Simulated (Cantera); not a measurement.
A closed system holds: 1 mol MgO, 0.061 mol N2, held at 10.0 Torr.

Equilibrium computed with Cantera from the NASA thermochemical tables; the gas is ideal and each condensed phase is pure. Candidate condensed phases: Mg, MgO; 27 gas species. Ions and electrons are included (thermal ionisation). Rates play no part.

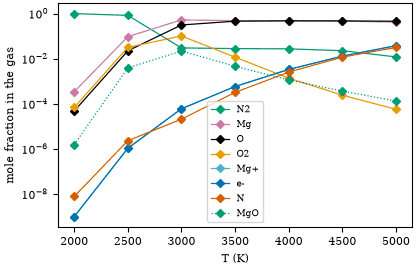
Figure. Equilibrium gas composition (values under 1e-9 drawn at 1e-9)

From 2000 K to 2500 K the condensed part is MgO(s). From 3000 K to 5000 K nothing is condensed. The main Mg-bearing gas is Mg throughout.
